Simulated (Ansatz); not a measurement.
# Li+ with SiH4O: interaction against distance, part 2 of 2

Ansatz 0.2.0, Gaussian basis.

**6. B moved by +0.45 Å, CCSD(T)/def2-TZVPPD**

ab/in.yaml

```yaml
crystal:
  periodic: [false, false, false]
  atoms:
    - {symbol: Li, position_ang: [-1.829659, -0.341177, -1.550137]}
    - {symbol: Si, position_ang: [1.099327, 0.089306, 0.473179]}
    - {symbol: O, position_ang: [-0.612608, 0.090112, 0.290373]}
    - {symbol: H, position_ang: [1.454285, -0.943866, 1.464212]}
    - {symbol: H, position_ang: [1.519456, -0.264147, -0.901889]}
    - {symbol: H, position_ang: [1.518732, 1.446619, 0.869856]}
    - {symbol: H, position_ang: [-1.091007, 0.307007, 1.098562]}
basis:
  gaussian: {orbitals: "def2-TZVPPD.json"}
total_charge: 1
correlation: {method: ccsd_t}
```

a/in.yaml

```yaml
crystal:
  periodic: [false, false, false]
  atoms:
    - {symbol: Li, position_ang: [-1.829659, -0.341177, -1.550137]}
basis:
  gaussian:
    orbitals: "def2-TZVPPD.json"
    ghost_atoms:
      - {symbol: Si, position_ang: [1.099327, 0.089306, 0.473179]}
      - {symbol: O, position_ang: [-0.612608, 0.090112, 0.290373]}
      - {symbol: H, position_ang: [1.454285, -0.943866, 1.464212]}
      - {symbol: H, position_ang: [1.519456, -0.264147, -0.901889]}
      - {symbol: H, position_ang: [1.518732, 1.446619, 0.869856]}
      - {symbol: H, position_ang: [-1.091007, 0.307007, 1.098562]}
total_charge: 1
correlation: {method: ccsd_t}
```

b/in.yaml

```yaml
crystal:
  periodic: [false, false, false]
  atoms:
    - {symbol: Si, position_ang: [1.099327, 0.089306, 0.473179]}
    - {symbol: O, position_ang: [-0.612608, 0.090112, 0.290373]}
    - {symbol: H, position_ang: [1.454285, -0.943866, 1.464212]}
    - {symbol: H, position_ang: [1.519456, -0.264147, -0.901889]}
    - {symbol: H, position_ang: [1.518732, 1.446619, 0.869856]}
    - {symbol: H, position_ang: [-1.091007, 0.307007, 1.098562]}
basis:
  gaussian:
    orbitals: "def2-TZVPPD.json"
    ghost_atoms:
      - {symbol: Li, position_ang: [-1.829659, -0.341177, -1.550137]}
correlation: {method: ccsd_t}
```

ab printed, cut to the lines that bear on the results:

```text
Functional definition: HF
  name "HF"
  cite "Fock, Z. Phys. 61, 126 (1930) doi:10.1007/BF01340294"
  parent pbe
[...]
1057 factors; integrals over basis functions are off by at most 1.2e-3 eV
[...]
mean field -10163.21415063 eV, -373.4912311616 hartree, gradient 2.1e-6 eV, S^2 0.000000; 0 other end points of the search recorded, 0 dependent functions left out
6 core orbitals not correlated: weight in the atoms' cores, before any rotation towards them, 1.000 or more for the frozen orbitals, at most 0.000 for the correlated occupied ones
reference -10163.21415063 eV, -373.4912311616 hartree; 8, 8 occupied and 164, 164 virtual orbitals, 1057 factors
second order -11.12492811 eV of doubles, -0.00000000 eV of singles
cycle   1  -11.54558471 eV  change   -4.2e-1 eV  update   7.0e-2
[...]
cycle   9  -11.90173831 eV  change    1.0e-6 eV  update   6.7e-6
perturbative correction -0.33561040 eV, -0.0123334546 hartree
Total energy: -10175.45149933 eV, -373.9409454316 hartree
```

a printed, cut to the lines that bear on the results:

```text
[... 4 set-up lines as earlier in the session ...]
[...]
1062 factors; integrals over basis functions are off by at most 1.1e-3 eV
[...]
mean field -196.91185913 eV, -7.2363773513 hartree, gradient 7.8e-7 eV, S^2 0.000000; 0 other end points of the search recorded, 0 dependent functions left out
reference -196.91185913 eV, -7.2363773513 hartree; 1, 1 occupied and 177, 177 virtual orbitals, 1062 factors
second order -0.81772424 eV of doubles, -0.00000000 eV of singles
cycle   1  -0.91853547 eV  change   -1.0e-1 eV  update   6.5e-3
[...]
cycle   5  -0.93458386 eV  change   -6.0e-7 eV  update   7.6e-7
perturbative correction 0.00000000 eV, 0.0000000000 hartree
Total energy: -197.84644299 eV, -7.2707226748 hartree
```

b printed, cut to the lines that bear on the results:

```text
[... 4 set-up lines as earlier in the session ...]
[...]
992 factors; integrals over basis functions are off by at most 1.1e-3 eV
[...]
mean field -9964.95038904 eV, -366.2051723113 hartree, gradient 9.9e-7 eV, S^2 0.000000; 0 other end points of the search recorded, 0 dependent functions left out
6 core orbitals not correlated: weight in the atoms' cores, before any rotation towards them, 1.000 or more for the frozen orbitals, at most 0.000 for the correlated occupied ones
reference -9964.95038904 eV, -366.2051723113 hartree; 7, 7 occupied and 165, 165 virtual orbitals, 992 factors
second order -10.36860737 eV of doubles, -0.00000000 eV of singles
cycle   1  -10.66358348 eV  change   -2.9e-1 eV  update   7.4e-2
[...]
cycle   9  -11.01664220 eV  change   -1.0e-5 eV  update   1.5e-5
perturbative correction -0.34974557 eV, -0.0128529126 hartree
Total energy: -9976.31677681 eV, -366.6228793573 hartree
```

Wall times: 21 s (ab), 6 s (a), 17 s (b) on 2 threads, shared host; peak memory 1.8 GiB.

This point gives -29.71 kcal/mol.

**7. B moved by +0.91 Å, CCSD(T)/def2-TZVPPD**

ab/in.yaml

```yaml
crystal:
  periodic: [false, false, false]
  atoms:
    - {symbol: Li, position_ang: [-1.829659, -0.341177, -1.550137]}
    - {symbol: Si, position_ang: [1.442415, 0.153282, 0.763855]}
    - {symbol: O, position_ang: [-0.269520, 0.154088, 0.581049]}
    - {symbol: H, position_ang: [1.797373, -0.879890, 1.754888]}
    - {symbol: H, position_ang: [1.862544, -0.200171, -0.611213]}
    - {symbol: H, position_ang: [1.861820, 1.510595, 1.160532]}
    - {symbol: H, position_ang: [-0.747919, 0.370983, 1.389238]}
basis:
  gaussian: {orbitals: "def2-TZVPPD.json"}
total_charge: 1
correlation: {method: ccsd_t}
```

a/in.yaml

```yaml
crystal:
  periodic: [false, false, false]
  atoms:
    - {symbol: Li, position_ang: [-1.829659, -0.341177, -1.550137]}
basis:
  gaussian:
    orbitals: "def2-TZVPPD.json"
    ghost_atoms:
      - {symbol: Si, position_ang: [1.442415, 0.153282, 0.763855]}
      - {symbol: O, position_ang: [-0.269520, 0.154088, 0.581049]}
      - {symbol: H, position_ang: [1.797373, -0.879890, 1.754888]}
      - {symbol: H, position_ang: [1.862544, -0.200171, -0.611213]}
      - {symbol: H, position_ang: [1.861820, 1.510595, 1.160532]}
      - {symbol: H, position_ang: [-0.747919, 0.370983, 1.389238]}
total_charge: 1
correlation: {method: ccsd_t}
```

b/in.yaml

```yaml
crystal:
  periodic: [false, false, false]
  atoms:
    - {symbol: Si, position_ang: [1.442415, 0.153282, 0.763855]}
    - {symbol: O, position_ang: [-0.269520, 0.154088, 0.581049]}
    - {symbol: H, position_ang: [1.797373, -0.879890, 1.754888]}
    - {symbol: H, position_ang: [1.862544, -0.200171, -0.611213]}
    - {symbol: H, position_ang: [1.861820, 1.510595, 1.160532]}
    - {symbol: H, position_ang: [-0.747919, 0.370983, 1.389238]}
basis:
  gaussian:
    orbitals: "def2-TZVPPD.json"
    ghost_atoms:
      - {symbol: Li, position_ang: [-1.829659, -0.341177, -1.550137]}
correlation: {method: ccsd_t}
```

ab printed, cut to the lines that bear on the results:

```text
[... 4 set-up lines as earlier in the session ...]
[...]
1058 factors; integrals over basis functions are off by at most 1.1e-3 eV
[...]
mean field -10162.82347807 eV, -373.4768742099 hartree, gradient 2.6e-6 eV, S^2 0.000000; 0 other end points of the search recorded, 0 dependent functions left out
6 core orbitals not correlated: weight in the atoms' cores, before any rotation towards them, 1.000 or more for the frozen orbitals, at most 0.000 for the correlated occupied ones
reference -10162.82347807 eV, -373.4768742099 hartree; 8, 8 occupied and 164, 164 virtual orbitals, 1058 factors
second order -11.14769220 eV of doubles, -0.00000000 eV of singles
cycle   1  -11.55522375 eV  change   -4.1e-1 eV  update   7.2e-2
[...]
cycle   9  -11.91620029 eV  change    2.3e-6 eV  update   9.1e-6
perturbative correction -0.34046440 eV, -0.0125118358 hartree
Total energy: -10175.08014276 eV, -373.9272983292 hartree
```

Output in a, cut to the lines that bear on the results:

```text
[... 4 set-up lines as earlier in the session ...]
[...]
1062 factors; integrals over basis functions are off by at most 1.1e-3 eV
[...]
mean field -196.91183422 eV, -7.2363764358 hartree, gradient 7.7e-7 eV, S^2 0.000000; 0 other end points of the search recorded, 0 dependent functions left out
reference -196.91183422 eV, -7.2363764358 hartree; 1, 1 occupied and 177, 177 virtual orbitals, 1062 factors
second order -0.81645375 eV of doubles, -0.00000000 eV of singles
cycle   1  -0.91699708 eV  change   -1.0e-1 eV  update   6.4e-3
[...]
cycle   5  -0.93297206 eV  change   -5.9e-7 eV  update   7.4e-7
perturbative correction 0.00000000 eV, 0.0000000000 hartree
Total energy: -197.84480627 eV, -7.2706625265 hartree
```

Log of b, cut to the lines that bear on the results:

```text
[... 4 set-up lines as earlier in the session ...]
[...]
992 factors; integrals over basis functions are off by at most 1.2e-3 eV
[...]
mean field -9964.95021553 eV, -366.2051659350 hartree, gradient 9.9e-7 eV, S^2 0.000000; 0 other end points of the search recorded, 0 dependent functions left out
6 core orbitals not correlated: weight in the atoms' cores, before any rotation towards them, 1.000 or more for the frozen orbitals, at most 0.000 for the correlated occupied ones
reference -9964.95021553 eV, -366.2051659350 hartree; 7, 7 occupied and 165, 165 virtual orbitals, 992 factors
second order -10.36700399 eV of doubles, -0.00000000 eV of singles
cycle   1  -10.66220053 eV  change   -3.0e-1 eV  update   7.4e-2
[...]
cycle   9  -11.01518985 eV  change   -1.0e-5 eV  update   1.5e-5
perturbative correction -0.34955376 eV, -0.0128458639 hartree
Total energy: -9976.31495915 eV, -366.6228125596 hartree
```

Times: 21 s (ab), 6 s (a), 17 s (b) on 2 threads, shared host; peak memory 1.8 GiB.

This point gives -21.22 kcal/mol.

**8. B moved by +1.82 Å, CCSD(T)/def2-TZVPPD**

ab/in.yaml

```yaml
crystal:
  periodic: [false, false, false]
  atoms:
    - {symbol: Li, position_ang: [-1.829659, -0.341177, -1.550137]}
    - {symbol: Si, position_ang: [2.128591, 0.281233, 1.345207]}
    - {symbol: O, position_ang: [0.416655, 0.282039, 1.162401]}
    - {symbol: H, position_ang: [2.483548, -0.751939, 2.336240]}
    - {symbol: H, position_ang: [2.548720, -0.072220, -0.029861]}
    - {symbol: H, position_ang: [2.547996, 1.638546, 1.741884]}
    - {symbol: H, position_ang: [-0.061744, 0.498935, 1.970590]}
basis:
  gaussian: {orbitals: "def2-TZVPPD.json"}
total_charge: 1
correlation: {method: ccsd_t}
```

a/in.yaml

```yaml
crystal:
  periodic: [false, false, false]
  atoms:
    - {symbol: Li, position_ang: [-1.829659, -0.341177, -1.550137]}
basis:
  gaussian:
    orbitals: "def2-TZVPPD.json"
    ghost_atoms:
      - {symbol: Si, position_ang: [2.128591, 0.281233, 1.345207]}
      - {symbol: O, position_ang: [0.416655, 0.282039, 1.162401]}
      - {symbol: H, position_ang: [2.483548, -0.751939, 2.336240]}
      - {symbol: H, position_ang: [2.548720, -0.072220, -0.029861]}
      - {symbol: H, position_ang: [2.547996, 1.638546, 1.741884]}
      - {symbol: H, position_ang: [-0.061744, 0.498935, 1.970590]}
total_charge: 1
correlation: {method: ccsd_t}
```

b/in.yaml

```yaml
crystal:
  periodic: [false, false, false]
  atoms:
    - {symbol: Si, position_ang: [2.128591, 0.281233, 1.345207]}
    - {symbol: O, position_ang: [0.416655, 0.282039, 1.162401]}
    - {symbol: H, position_ang: [2.483548, -0.751939, 2.336240]}
    - {symbol: H, position_ang: [2.548720, -0.072220, -0.029861]}
    - {symbol: H, position_ang: [2.547996, 1.638546, 1.741884]}
    - {symbol: H, position_ang: [-0.061744, 0.498935, 1.970590]}
basis:
  gaussian:
    orbitals: "def2-TZVPPD.json"
    ghost_atoms:
      - {symbol: Li, position_ang: [-1.829659, -0.341177, -1.550137]}
correlation: {method: ccsd_t}
```

Log of ab, cut to the lines that bear on the results:

```text
[... 4 set-up lines as earlier in the session ...]
[...]
1058 factors; integrals over basis functions are off by at most 1.2e-3 eV
[...]
mean field -10162.36093663 eV, -373.4598761254 hartree, gradient 2.6e-6 eV, S^2 0.000000; 0 other end points of the search recorded, 0 dependent functions left out
6 core orbitals not correlated: weight in the atoms' cores, before any rotation towards them, 1.000 or more for the frozen orbitals, at most 0.000 for the correlated occupied ones
reference -10162.36093663 eV, -373.4598761254 hartree; 8, 8 occupied and 164, 164 virtual orbitals, 1058 factors
second order -11.15626199 eV of doubles, -0.00000000 eV of singles
cycle   1  -11.55906037 eV  change   -4.0e-1 eV  update   7.3e-2
[...]
cycle   9  -11.92272209 eV  change    6.0e-6 eV  update   1.2e-5
perturbative correction -0.34340298 eV, -0.0126198267 hartree
Total energy: -10174.62706170 eV, -373.9106479076 hartree
```

Output in a, cut to the lines that bear on the results:

```text
[... 4 set-up lines as earlier in the session ...]
[...]
1062 factors; integrals over basis functions are off by at most 1.2e-3 eV
[...]
mean field -196.91178593 eV, -7.2363746613 hartree, gradient 6.9e-7 eV, S^2 0.000000; 0 other end points of the search recorded, 0 dependent functions left out
reference -196.91178593 eV, -7.2363746613 hartree; 1, 1 occupied and 177, 177 virtual orbitals, 1062 factors
second order -0.81533858 eV of doubles, -0.00000000 eV of singles
cycle   1  -0.91564135 eV  change   -1.0e-1 eV  update   6.4e-3
[...]
cycle   5  -0.93155097 eV  change   -5.6e-7 eV  update   7.2e-7
perturbative correction 0.00000000 eV, 0.0000000000 hartree
Total energy: -197.84333690 eV, -7.2706085280 hartree
```

Log of b, cut to the lines that bear on the results:

```text
[... 4 set-up lines as earlier in the session ...]
[...]
993 factors; integrals over basis functions are off by at most 1.2e-3 eV
[...]
mean field -9964.94995741 eV, -366.2051564493 hartree, gradient 1.2e-6 eV, S^2 0.000000; 0 other end points of the search recorded, 0 dependent functions left out
6 core orbitals not correlated: weight in the atoms' cores, before any rotation towards them, 1.000 or more for the frozen orbitals, at most 0.000 for the correlated occupied ones
reference -9964.94995741 eV, -366.2051564493 hartree; 7, 7 occupied and 165, 165 virtual orbitals, 993 factors
second order -10.36477590 eV of doubles, -0.00000000 eV of singles
cycle   1  -10.66026974 eV  change   -3.0e-1 eV  update   7.4e-2
[...]
cycle   9  -11.01316318 eV  change   -1.0e-5 eV  update   1.5e-5
perturbative correction -0.34922763 eV, -0.0128338788 hartree
Total energy: -9976.31234823 eV, -366.6227166099 hartree
```

Times: 21 s (ab), 6 s (a), 17 s (b) on 2 threads, shared host; peak memory 1.8 GiB.

Interaction: -10.87 kcal/mol.

**9. The curves**

```tsv
shift (Å)	Li1–O3 (Å)	PBE-D4	r2SCAN-D4	PBE0-D4	B3LYP-D4	wB97M-V	Hartree-Fock	MP2	CCSD	CCSD(T)
-0.18	1.65	-33.17	-31.77	-34.65	-35.15	-33.76	-35.08	-31.72	-32.65	-32.02
-0.09	1.73	-35.50	-34.14	-36.79	-37.33	-36.07	-37.34	-34.31	-35.12	-34.54
0.00	1.82	-36.27	-34.96	-37.39	-37.95	-36.80	-37.99	-35.29	-35.99	-35.46
0.09	1.90	-36.00	-34.71	-36.95	-37.55	-36.48	-37.57	-35.17	-35.77	-35.28
0.22	2.02	-34.55	-33.29	-35.30	-35.94	-34.92	-35.86	-33.86	-34.32	-33.90
0.45	2.25	-30.49	-29.15	-30.93	-31.77	-30.48	-31.18	-29.76	-30.03	-29.71
0.91	2.69	-22.64	-21.00	-22.76	-24.09	-21.65	-22.17	-21.35	-21.43	-21.22
1.82	3.58	-11.34	-10.78	-11.55	-12.09	-10.97	-11.51	-10.96	-11.00	-10.87
```

Energies in kcal/mol.

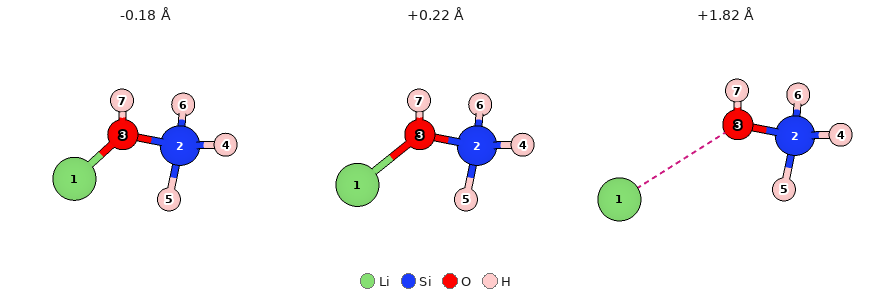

Three of the geometries.

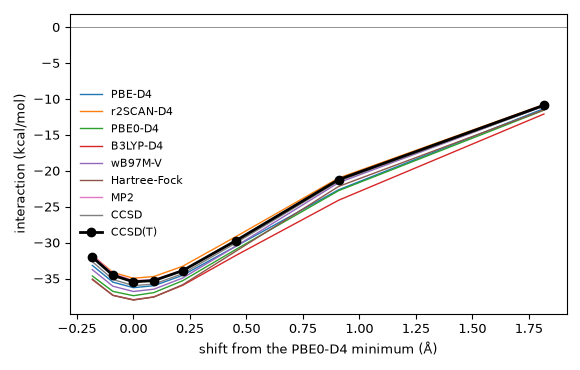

Interaction energy along the line.

Miss and cost, level by level (times from a shared host):

```tsv
method	RMS deviation from CCSD(T) (kcal/mol)	mean time a point
PBE-D4	0.91	4.1 s
r2SCAN-D4	0.44	7.8 s
PBE0-D4	1.76	5.1 s
B3LYP-D4	2.42	6.1 s
wB97M-V	1.14	17 s
Hartree-Fock	2.13	part of the CCSD(T) run
MP2	0.16	part of the CCSD(T) run
CCSD	0.45	part of the CCSD(T) run
CCSD(T)	0	43 s
```

For cost: r2SCAN-D4 comes within 0.44 kcal/mol at 7.8 s a point, where CCSD(T) needs 43 s.

**10. Outcome**

What follows sums up all 2 parts.

| quantity | value |
| --- | --- |
| deepest point, CCSD(T) | -35.46 kcal/mol at +0.00 Å |
| at the longest distance | -10.87 kcal/mol at +1.82 Å |
| at the shortest | -32.02 kcal/mol at -0.18 Å |
| RMS deviation from CCSD(T) | PBE-D4 0.91, r2SCAN-D4 0.44, PBE0-D4 1.76, B3LYP-D4 2.42, wB97M-V 1.14, Hartree-Fock 2.13, MP2 0.16, CCSD 0.45 kcal/mol |

**Reading.** Of the points run, CCSD(T) in this basis is lowest at the PBE0-D4 geometry. At +1.82 Å, 31 % of the binding is left. MP2 follows best and B3LYP-D4 worst.
